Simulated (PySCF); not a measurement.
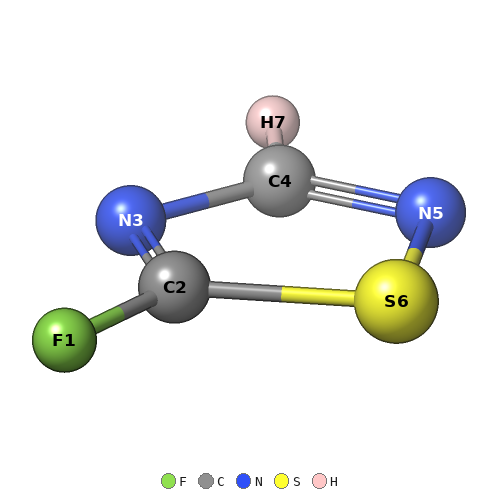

Depth is shown by fading: the farther an atom, the more it takes the colour of the background. Computed geometry: PBE0-D3(BJ)/def2-SVP optimisation. No frequency run is at hand to confirm it as a minimum.

How is the 5-membered ring C2–N3–C4–N5–S6 puckered?

It is planar. The Cremer–Pople amplitude Q is 0.00 Å.

Give the torsion angles round the ring, beginning with the bond from its second to its third atom.

0°, 0°, 0°, 0°, 0°.
